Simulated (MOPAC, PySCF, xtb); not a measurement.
Bond stretch in SMILES NC. The C1–N5 bond (C1 also carries H, H, H; N5 carries H, H) is varied alone, starting from the PBE0/def2-TZVP optimised geometry.

```
7

C      0.0000     0.0000     0.0000
H      0.9200    -0.4645    -0.3619
H     -0.8464    -0.5208    -0.4710
H      0.0000     1.0306    -0.3619
N      0.0000     0.0000     1.4532
H      0.0095    -0.9471     1.8093
H     -0.8405     0.4366     1.8093
```

- UKS-BLYP = unrestricted BLYP/def2-TZVP in PySCF
- GFN1-xTB (xtb)
- RHF/def2-TZVP (PySCF)
- AM1, restricted, heats of formation (MOPAC)

Energies are in kJ/mol, each relative to the lowest point of its own curve near equilibrium.

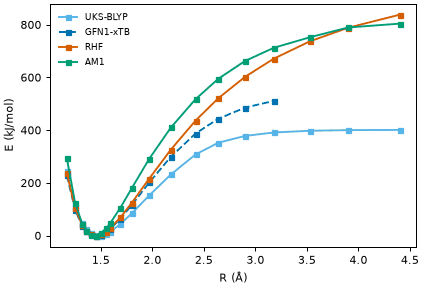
Figure: Energy against bond length for each method.

```
R / Å  UKS-BLYP  GFN1-xTB    RHF    AM1
-----  --------  --------  -----  -----
1.17      243.3     227.9  238.6  292.6
1.25      111.5      98.0  103.7  124.3
1.32       45.7      36.1   38.4   42.5
1.36       23.1      16.1   17.2   16.7
1.40        8.8       4.7    5.0    3.1
1.45        0.3       0.0    0.0    0.0
1.50        0.0       3.6    4.0    8.9
1.55        5.9      13.6   14.7   26.9
1.59       13.9      25.2   27.2   46.0
1.69       43.2      63.7   68.5  105.6
1.80       83.9     115.5  123.9  179.4
1.97      152.1     201.1  216.1  291.1
2.18      231.7     299.0  326.0  409.7
2.42      307.6     386.9  436.2  517.5
2.64      351.9     443.0  520.7  594.4
2.90      377.9     485.2  602.0  662.2
3.18      390.7     510.7  671.1  712.2
3.53      397.3         —  736.8  752.1
3.90      399.7         —  788.1  789.0
4.40      400.4         —  837.5  803.7
```

At the longest distance, 4.40 Å, RHF lies highest above its minimum (837.5 kJ/mol) and UKS-BLYP lowest (400.4 kJ/mol).

Dashes: no converged value, or the column stops at the first point that the program doubted or that broke a chosen test of continuity, which isn't proof of a fault.

The unrestricted determinant behind UKS-BLYP is spin-contaminated at 2.42 to 4.40 Å (<S²> up to 1.0, against 0.00 for a pure singlet). The restricted form behind RHF, AM1 keeps the bonding electrons paired and can't separate into open-shell fragments.
